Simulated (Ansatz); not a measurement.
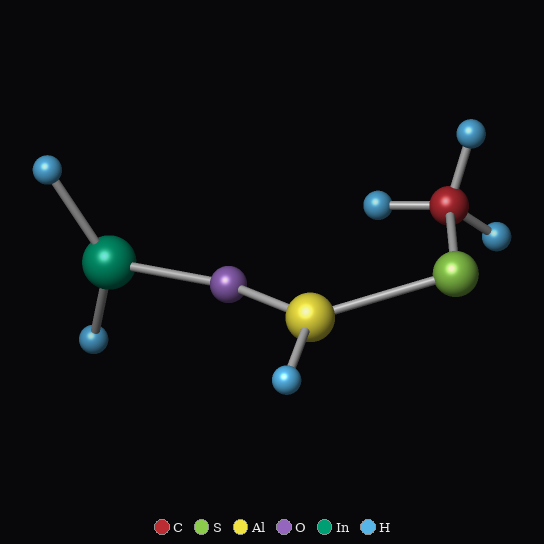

Rendered structure (ball-and-stick style). Every bond is drawn as one stick, whatever its order.

Question: Count the atoms of each element.

Answer: CH₆AlInOS, 11 atoms: 1 carbon, 6 hydrogen, 1 aluminium, 1 indium, 1 oxygen and 1 sulfur.

Question: Give a SMILES string for it.

Answer: C[S][AlH][O][InH2]

More results for the same structure follow; atom numbers are the same in all pictures, views and colours differ. The computed structure is the end point of a PBE0-D4/def2-TZVP optimisation.

## Geometry

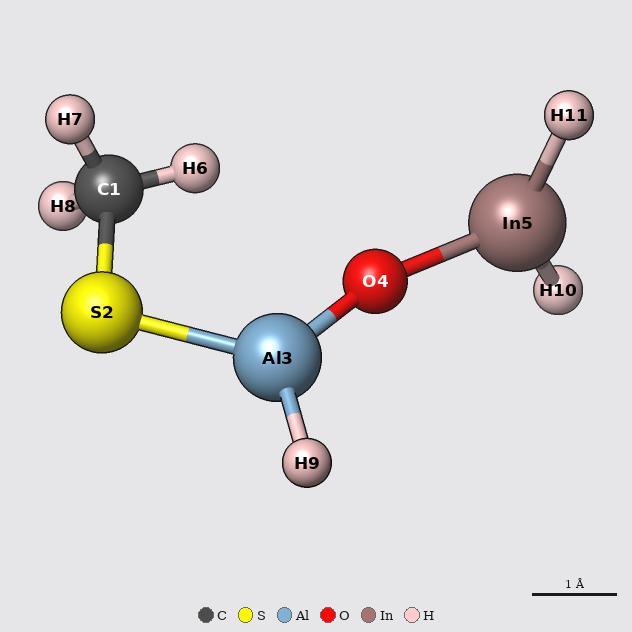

Numbered structure.

Question: What is the geometry at C1?

Answer: C1 has 4 neighbours (S2 at 1.82, H6 at 1.09, H7 at 1.09, H8 at 1.09 Å); the arrangement is tetrahedral.

Question: How are the neighbours of atom 3 arranged?

Answer: Al3 has 3 neighbours (S2 at 2.18, O4 at 1.67, H9 at 1.58 Å); the arrangement is trigonal planar.

Question: Describe the coordination of atom 5.

Answer: In5 has 3 neighbours (O4 at 1.98, H10 at 1.71, H11 at 1.71 Å); the arrangement is trigonal planar.

Question: What is the geometry at S2?

Answer: S2 has 2 neighbours (C1 at 1.82, Al3 at 2.18 Å); the arrangement is bent.

Question: What is the dihedral angle C1–S2–Al3–O4?

Answer: 0° in size, that is syn (eclipsed).

## Charges

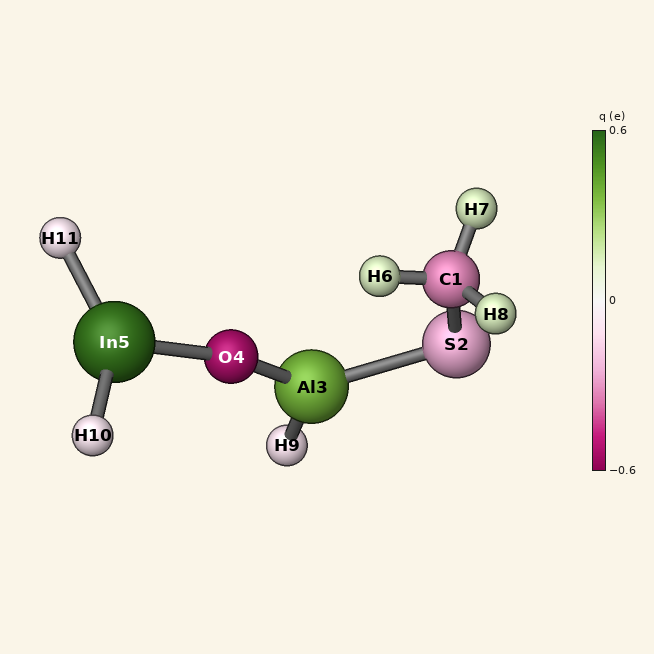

Atoms are coloured by their Mulliken charges. Method: RKS PBE0-D4/def2-TZVP, core potentials on In (Ansatz 0.2.0).

Question: Which atom carries the highest charge (most positive or least negative)?

Answer: In5 (0.55 e).

Question: And the lowest?

Answer: O4 (−0.53 e).

List the Mulliken charges.

| atom | value (e) |
| --- | --- |
| C1 | −0.33 |
| S2 | −0.25 |
| Al3 | 0.38 |
| O4 | −0.53 |
| In5 | 0.55 |
| H6 | 0.14 |
| H7 | 0.14 |
| H8 | 0.14 |
| H9 | −0.09 |
| H10 | −0.08 |
| H11 | −0.08 |

## Vibrations

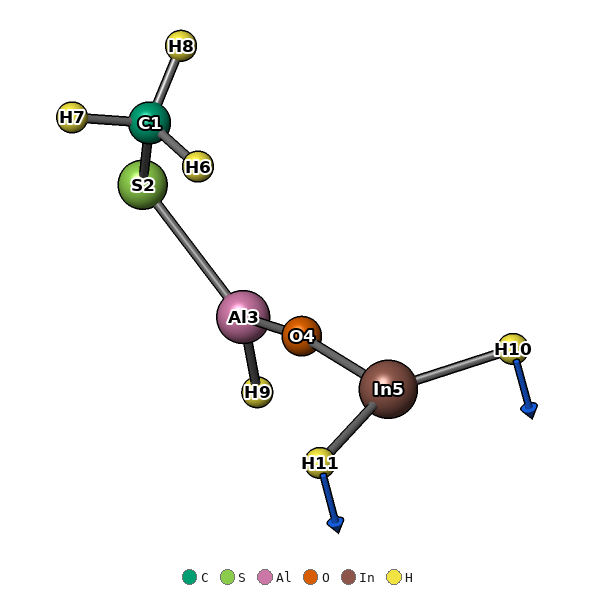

The arrows show one normal mode. Harmonic vibrations computed with RKS PBE0-D4/def2-TZVP, core potentials on In (Ansatz 0.2.0) at a stationary point of the same level.

Question: What kind of motion is it?

Answer: A torsion or out-of-plane motion in which bond lengths and bond angles hardly change.

Question: At what wavenumber does it lie?

Answer: 548 cm⁻¹; it is mode 12 of 27 counted from the lowest.

## Levels of theory compared

Program: Ansatz 0.2.0.

At this fixed geometry, give HOMO energy (eV) at these levels: B3LYP-D4/def2-TZVPP; BHLYP-D4/def2-TZVPP; CAM-B3LYP-D4/def2-TZVPP; PBE-D4/def2-TZVPP; SPW92 (LDA)/def2-TZVPP; r2SCAN0-D4/def2-TZVPP; ωB97M-V/def2-QZVPP; ωB97M-V/def2-SVP; ωB97M-V/def2-TZVPP.

```
                  level  HOMO energy (eV)
    B3LYP-D4/def2-TZVPP             −6.51
    BHLYP-D4/def2-TZVPP             −7.76
CAM-B3LYP-D4/def2-TZVPP             −8.04
      PBE-D4/def2-TZVPP             −5.61
 SPW92 (LDA)/def2-TZVPP             −5.73
  r2SCAN0-D4/def2-TZVPP             −6.92
     ωB97M-V/def2-QZVPP             −8.95
       ωB97M-V/def2-SVP             −8.75
     ωB97M-V/def2-TZVPP             −8.92
```

Mulliken values depend strongly on the basis set and can even reverse the polarity of a bond.
